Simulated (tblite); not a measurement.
# Run report: C₂H₉OPSi₂, saddle-point search

C₂H₉OPSi₂, computed with GFN2-xTB saddle search (eigenvector following) and harmonic vibrations, gas phase (tblite 0.8.0).

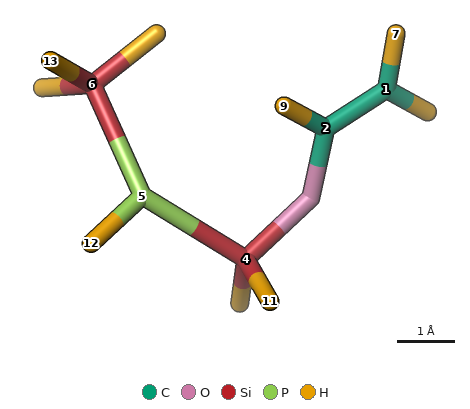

Figure 1. The input geometry (stick view, seen on its broad side; atoms are numbered from 1 in the order of the input). Bond lengths as drawn: C–C 1.32 Å, C–H 1.07 to 1.09 Å, C–O 1.35 Å, H–P 1.35 Å, H–Si 1.46 to 1.47 Å, O–Si 1.62 Å and P–Si 2.20 Å.

Key numbers

- outcome: converged
- total energy: −514.7518 eV
- point group: C1
- hardware: 1 CPU thread, shared host
- wall time: 7.7 s
- peak memory: 0.2 GiB

Input file
```
{"job": {"xc": "GFN2-xTB", "basis": "xTB", "kind": "saddle"}, "charge": 0, "multiplicity": 1}
C     -2.387248     0.980133     1.463464
C     -1.553485     0.453226     0.584104
O     -1.425367    -0.875926     0.404018
Si    -0.594994    -1.737768    -0.694390
P      1.263834    -0.642995    -1.141972
Si     2.560289     0.845243    -0.173299
H     -2.451014     2.044481     1.587601
H     -3.022238     0.365649     2.076184
H     -0.909488     1.068253    -0.038093
H     -0.389851    -2.998230     0.009085
H     -1.381942    -1.825387    -1.931211
H      1.876619    -1.211080    -2.198904
H      3.109544     1.713737    -1.220605
H      1.674320     1.627200     0.689217
H      3.631019     0.193464     0.584798
```

The first line tells a small driver script what to run in tblite; the rest is the geometry in Å.

Run as:
```bash
OMP_NUM_THREADS=1 python <driver script> task.json out
```

The program's output
```
step      E/eV     max force
  0    -514.77106   0.5903
  1    -514.74849   0.2831
  2    -514.74172   0.1315
  3    -514.74257   0.1550
  4    -514.74431   0.0880
  5    -514.74434   0.1312
  6    -514.74724   0.0284
  7    -514.74776   0.0937
  8    -514.74774   0.0156
  9    -514.74835   0.0331
 10    -514.74885   0.0470
 11    -514.74955   0.0250
 12    -514.74993   0.0623
 13    -514.74986   0.0104
 14    -514.75019   0.0185
 15    -514.75049   0.0220
 16    -514.75079   0.0142
 17    -514.75104   0.0341
 18    -514.75094   0.0057
 19    -514.75111   0.0114
 20    -514.75127   0.0135
 21    -514.75141   0.0086
 22    -514.75154   0.0203
 23    -514.75165   0.0225
 24    -514.75174   0.0087
 25    -514.75161   0.0536
 26    -514.75179   0.0063
 27    -514.75182   0.0136
 28    -514.75184   0.0032
lowest wavenumbers (cm-1): -371.5 33.1 50.8 55.3 89.8 107.5
```

Trajectory as extended XYZ (Å, eV, eV/Å), 12 frames, from step=0 to step=28
```
15
Properties=species:S:1:pos:R:3:forces:R:3 step=0 energy=-514.77106
C    -2.3872    0.9801    1.4635    0.0160  -0.0100  -0.0110
C    -1.5535    0.4532    0.5841    0.0100  -0.0110   0.0090
O    -1.4254   -0.8759    0.4040    0.0110  -0.0270   0.0460
Si   -0.5950   -1.7378   -0.6944    0.0320   0.0150   0.0270
P     1.2638   -0.6430   -1.1420   -0.3320   0.4560  -0.1740
Si    2.5603    0.8452   -0.1733    0.0030  -0.0220   0.0140
H    -2.4510    2.0445    1.5876   -0.0060  -0.0030  -0.0030
H    -3.0222    0.3656    2.0762    0.0060  -0.0160  -0.0050
H    -0.9095    1.0683   -0.0381    0.0200  -0.0270  -0.0150
H    -0.3899   -2.9982    0.0091   -0.0640   0.0000   0.0360
H    -1.3819   -1.8254   -1.9312    0.1130  -0.0180   0.0230
H     1.8766   -1.2111   -2.1989    0.1390  -0.1890  -0.0220
H     3.1095    1.7137   -1.2206    0.0060  -0.1100   0.0050
H     1.6743    1.6272    0.6892    0.0000  -0.0780   0.0390
H     3.6310    0.1935    0.5848    0.0460   0.0420   0.0310
15
Properties=species:S:1:pos:R:3:forces:R:3 step=2 energy=-514.74172
C    -2.4069    0.9833    1.4502   -0.0100  -0.0190   0.0080
C    -1.5416    0.4499    0.6060    0.0110   0.0150  -0.0030
O    -1.4511   -0.8792    0.4045    0.0090   0.0250  -0.0020
Si   -0.6155   -1.7311   -0.6955    0.0430  -0.0060  -0.0290
P     1.3262   -0.7411   -1.0303   -0.0470   0.0620   0.1060
Si    2.5720    0.8674   -0.1903    0.0110  -0.0330  -0.0180
H    -2.4454    2.0458    1.6000   -0.0070  -0.0190   0.0040
H    -3.0951    0.3699    2.0080    0.0470   0.0400  -0.0390
H    -0.8379    1.0519    0.0336   -0.0420  -0.0400   0.0340
H    -0.5116   -3.0116    0.0000   -0.0040   0.0440  -0.0250
H    -1.3201   -1.7757   -1.9818    0.0250  -0.0010   0.0360
H     1.8730   -1.2376   -2.1614    0.0340  -0.0350  -0.0550
H     2.9940    1.7465   -1.2877   -0.0230  -0.0420   0.0490
H     1.7049    1.5584    0.7651    0.0270  -0.0260  -0.0190
H     3.7550    0.3031    0.4796   -0.0740   0.0360  -0.0460
15
Properties=species:S:1:pos:R:3:forces:R:3 step=5 energy=-514.74434
C    -2.3234    1.0095    1.4535    0.0010  -0.0050  -0.0080
C    -1.5162    0.4567    0.5650   -0.0060  -0.0110   0.0030
O    -1.4771   -0.8734    0.3483    0.0070   0.0720   0.0060
Si   -0.6314   -1.7413   -0.7323   -0.0160   0.0170  -0.0060
P     1.3278   -0.7788   -0.9965    0.0470  -0.0370  -0.0610
Si    2.4962    0.8851   -0.1718    0.0620   0.0860   0.0320
H    -2.3232    2.0725    1.6121   -0.0050  -0.0500  -0.0060
H    -3.0019    0.4123    2.0386    0.0290   0.0300  -0.0250
H    -0.8223    1.0432   -0.0336   -0.0310  -0.0340   0.0240
H    -0.5665   -3.0249   -0.0470   -0.0010  -0.0270   0.0150
H    -1.3114   -1.7705   -2.0303    0.0000   0.0010  -0.0040
H     1.9780   -1.3831   -2.0225   -0.0370   0.0310   0.0530
H     2.7798    1.8639   -1.2367   -0.0260  -0.0820   0.0990
H     1.6301    1.4500    0.8686    0.0770  -0.0340  -0.0700
H     3.7618    0.3789    0.3846   -0.1010   0.0440  -0.0520
15
Properties=species:S:1:pos:R:3:forces:R:3 step=7 energy=-514.74776
C    -2.3737    1.0196    1.4185    0.0120  -0.0170  -0.0150
C    -1.5212    0.4646    0.5751   -0.0120   0.0140   0.0140
O    -1.4695   -0.8646    0.3666    0.0000   0.0000   0.0000
Si   -0.6221   -1.7404   -0.7054    0.0010  -0.0020  -0.0010
P     1.3305   -0.7714   -1.0010    0.0010  -0.0010  -0.0010
Si    2.5285    0.8705   -0.1717    0.0330   0.0470   0.0320
H    -2.3828    2.0814    1.5741    0.0010   0.0020  -0.0010
H    -3.0807    0.4246    1.9695    0.0110   0.0070  -0.0100
H    -0.7977    1.0472    0.0101   -0.0100  -0.0050   0.0090
H    -0.5478   -3.0152   -0.0004    0.0000   0.0020  -0.0010
H    -1.3036   -1.7908   -2.0018    0.0010   0.0000   0.0020
H     1.9510   -1.3551   -2.0531   -0.0020   0.0020   0.0050
H     2.7060    1.9202   -1.1882   -0.0090  -0.0570   0.0650
H     1.7422    1.3563    0.9662    0.0540  -0.0310  -0.0700
H     3.8408    0.3530    0.2416   -0.0800   0.0380  -0.0290
15
Properties=species:S:1:pos:R:3:forces:R:3 step=10 energy=-514.74885
C    -2.3723    1.0248    1.4107    0.0000   0.0020   0.0000
C    -1.5167    0.4654    0.5743    0.0000  -0.0020  -0.0010
O    -1.4723   -0.8637    0.3635    0.0000   0.0000   0.0000
Si   -0.6229   -1.7427   -0.7044    0.0000   0.0000   0.0000
P     1.3301   -0.7740   -0.9984    0.0000   0.0010   0.0010
Si    2.5241    0.8710   -0.1698    0.0130   0.0270   0.0120
H    -2.3752    2.0864    1.5684    0.0000   0.0000  -0.0010
H    -3.0880    0.4339    1.9539   -0.0030  -0.0010   0.0010
H    -0.7847    1.0439    0.0172    0.0020   0.0010  -0.0010
H    -0.5500   -3.0163    0.0027    0.0000   0.0010   0.0000
H    -1.3026   -1.7951   -2.0015    0.0000   0.0000   0.0010
H     1.9568   -1.3655   -2.0420    0.0000   0.0000   0.0000
H     2.6658    1.9418   -1.1670   -0.0050  -0.0320   0.0340
H     1.7588    1.3269    0.9911    0.0260  -0.0150  -0.0330
H     3.8491    0.3631    0.2013   -0.0350   0.0170  -0.0130
15
Properties=species:S:1:pos:R:3:forces:R:3 step=12 energy=-514.74993
C    -2.3714    1.0412    1.3864    0.0010  -0.0010  -0.0020
C    -1.5063    0.4693    0.5683   -0.0010   0.0010   0.0010
O    -1.4740   -0.8605    0.3602    0.0010   0.0010  -0.0010
Si   -0.6211   -1.7506   -0.6959    0.0000   0.0000   0.0000
P     1.3281   -0.7780   -0.9991    0.0010   0.0020   0.0010
Si    2.5149    0.8662   -0.1590    0.0190   0.0350   0.0170
H    -2.3634    2.1030    1.5424    0.0000  -0.0010  -0.0010
H    -3.1058    0.4607    1.9159    0.0000   0.0010  -0.0010
H    -0.7554    1.0375    0.0251    0.0000  -0.0010   0.0010
H    -0.5454   -3.0164    0.0250    0.0000   0.0010   0.0000
H    -1.2993   -1.8185   -1.9928    0.0000   0.0000   0.0010
H     1.9562   -1.3674   -2.0427    0.0000  -0.0010   0.0000
H     2.5622    1.9957   -1.1011   -0.0020  -0.0450   0.0430
H     1.8067    1.2385    1.0673    0.0320  -0.0150  -0.0480
H     3.8741    0.3793    0.1000   -0.0500   0.0230  -0.0110
15
Properties=species:S:1:pos:R:3:forces:R:3 step=15 energy=-514.75049
C    -2.3717    1.0458    1.3793    0.0010  -0.0010  -0.0010
C    -1.5034    0.4706    0.5669   -0.0010   0.0010   0.0010
O    -1.4744   -0.8593    0.3592    0.0000   0.0010   0.0000
Si   -0.6208   -1.7523   -0.6937    0.0000   0.0000   0.0000
P     1.3282   -0.7798   -0.9986    0.0000   0.0010   0.0000
Si    2.5124    0.8649   -0.1561    0.0070   0.0120   0.0060
H    -2.3608    2.1076    1.5352    0.0000   0.0000   0.0000
H    -3.1116    0.4680    1.9041    0.0020   0.0020  -0.0020
H    -0.7469    1.0361    0.0284   -0.0010  -0.0010   0.0010
H    -0.5451   -3.0163    0.0304    0.0000   0.0000   0.0000
H    -1.2985   -1.8236   -1.9906    0.0000   0.0000   0.0000
H     1.9577   -1.3705   -2.0405    0.0000   0.0000   0.0000
H     2.5304    2.0085   -1.0788   -0.0020  -0.0160   0.0150
H     1.8255    1.2124    1.0870    0.0120  -0.0060  -0.0160
H     3.8790    0.3880    0.0678   -0.0180   0.0080  -0.0050
15
Properties=species:S:1:pos:R:3:forces:R:3 step=17 energy=-514.75104
C    -2.3684    1.0580    1.3618    0.0000  -0.0020  -0.0010
C    -1.4941    0.4732    0.5629   -0.0010   0.0020   0.0010
O    -1.4771   -0.8567    0.3542    0.0010   0.0020  -0.0010
Si   -0.6207   -1.7579   -0.6897    0.0000   0.0000   0.0000
P     1.3274   -0.7850   -0.9971    0.0010   0.0010   0.0000
Si    2.5027    0.8629   -0.1483    0.0120   0.0180   0.0100
H    -2.3472    2.1195    1.5189    0.0000  -0.0010   0.0000
H    -3.1236    0.4887    1.8743    0.0040   0.0030  -0.0030
H    -0.7224    1.0302    0.0369   -0.0030  -0.0030   0.0030
H    -0.5454   -3.0172    0.0426    0.0000   0.0000   0.0000
H    -1.2965   -1.8379   -1.9869    0.0000   0.0000   0.0000
H     1.9630   -1.3799   -2.0326    0.0000   0.0000   0.0010
H     2.4469    2.0427   -1.0244    0.0010  -0.0260   0.0220
H     1.8663    1.1487    1.1376    0.0160  -0.0060  -0.0270
H     3.8889    0.4108   -0.0102   -0.0300   0.0120  -0.0040
15
Properties=species:S:1:pos:R:3:forces:R:3 step=20 energy=-514.75127
C    -2.3674    1.0615    1.3567    0.0000  -0.0010   0.0000
C    -1.4914    0.4739    0.5619    0.0000   0.0010   0.0000
O    -1.4779   -0.8558    0.3526    0.0000   0.0010   0.0000
Si   -0.6207   -1.7593   -0.6888    0.0000   0.0000   0.0000
P     1.3275   -0.7870   -0.9962    0.0000   0.0010   0.0000
Si    2.4997    0.8624   -0.1460    0.0050   0.0070   0.0040
H    -2.3432    2.1228    1.5143    0.0000  -0.0010   0.0000
H    -3.1271    0.4948    1.8651    0.0020   0.0020  -0.0020
H    -0.7151    1.0284    0.0399   -0.0020  -0.0010   0.0010
H    -0.5461   -3.0175    0.0456    0.0000   0.0000   0.0000
H    -1.2959   -1.8413   -1.9861    0.0000   0.0000   0.0000
H     1.9653   -1.3837   -2.0292    0.0000   0.0000   0.0010
H     2.4214    2.0508   -1.0068    0.0000  -0.0100   0.0090
H     1.8809    1.1303    1.1511    0.0060  -0.0020  -0.0100
H     3.8900    0.4197   -0.0341   -0.0120   0.0050  -0.0020
15
Properties=species:S:1:pos:R:3:forces:R:3 step=22 energy=-514.75154
C    -2.3638    1.0705    1.3441    0.0000  -0.0010   0.0000
C    -1.4835    0.4753    0.5597    0.0000   0.0010   0.0000
O    -1.4815   -0.8538    0.3467    0.0010   0.0020   0.0000
Si   -0.6217   -1.7631   -0.6876    0.0000   0.0000   0.0000
P     1.3276   -0.7926   -0.9927    0.0010   0.0010  -0.0010
Si    2.4909    0.8622   -0.1407    0.0080   0.0100   0.0060
H    -2.3298    2.1311    1.5051    0.0000  -0.0010   0.0000
H    -3.1367    0.5109    1.8405    0.0030   0.0020  -0.0020
H    -0.6940    1.0227    0.0499   -0.0030  -0.0020   0.0020
H    -0.5494   -3.0189    0.0511    0.0000   0.0000   0.0000
H    -1.2945   -1.8492   -1.9858    0.0000   0.0000   0.0000
H     1.9737   -1.3972   -2.0157   -0.0010   0.0000   0.0010
H     2.3540    2.0724   -0.9643    0.0010  -0.0160   0.0120
H     1.9165    1.0859    1.1855    0.0090  -0.0020  -0.0160
H     3.8923    0.4438   -0.0956   -0.0190   0.0070  -0.0010
15
Properties=species:S:1:pos:R:3:forces:R:3 step=25 energy=-514.75161
C    -2.3617    1.0847    1.3222    0.0040  -0.0120  -0.0050
C    -1.4705    0.4770    0.5598   -0.0050   0.0120   0.0060
O    -1.4895   -0.8496    0.3352    0.0010  -0.0040  -0.0020
Si   -0.6241   -1.7677   -0.6868   -0.0010   0.0000   0.0000
P     1.3292   -0.8035   -0.9829   -0.0060   0.0060   0.0090
Si    2.4785    0.8627   -0.1340    0.0220   0.0240   0.0220
H    -2.3099    2.1428    1.4933    0.0000   0.0030   0.0010
H    -3.1616    0.5381    1.7902    0.0120   0.0060  -0.0070
H    -0.6540    1.0116    0.0785   -0.0110  -0.0050   0.0070
H    -0.5579   -3.0211    0.0568    0.0000   0.0000   0.0000
H    -1.2916   -1.8574   -1.9873    0.0000   0.0000   0.0000
H     1.9908   -1.4256   -1.9841    0.0060  -0.0060  -0.0090
H     2.2370    2.1013   -0.8916    0.0090  -0.0360   0.0250
H     1.9928    1.0161    1.2394    0.0190  -0.0040  -0.0500
H     3.8925    0.4905   -0.2086   -0.0500   0.0160   0.0030
15
Properties=species:S:1:pos:R:3:forces:R:3 step=28 energy=-514.75184
C    -2.3559    1.0856    1.3233   -0.0010   0.0000   0.0000
C    -1.4680    0.4763    0.5586    0.0000   0.0000   0.0000
O    -1.4918   -0.8497    0.3308    0.0000   0.0010   0.0000
Si   -0.6258   -1.7684   -0.6902    0.0000   0.0000   0.0000
P     1.3295   -0.8064   -0.9803    0.0010   0.0000  -0.0010
Si    2.4730    0.8651   -0.1335    0.0010   0.0010   0.0010
H    -2.3002    2.1432    1.4967    0.0000  -0.0010   0.0000
H    -3.1567    0.5407    1.7908    0.0010   0.0010  -0.0010
H    -0.6506    1.0094    0.0779   -0.0010  -0.0010   0.0010
H    -0.5627   -3.0230    0.0517    0.0000   0.0000   0.0000
H    -1.2919   -1.8557   -1.9917    0.0000   0.0000   0.0000
H     1.9981   -1.4357   -1.9729   -0.0010   0.0010   0.0010
H     2.2257    2.1011   -0.8891    0.0000  -0.0020   0.0020
H     1.9914    1.0181    1.2386    0.0010   0.0000  -0.0020
H     3.8857    0.4994   -0.2109   -0.0030   0.0010   0.0000
```
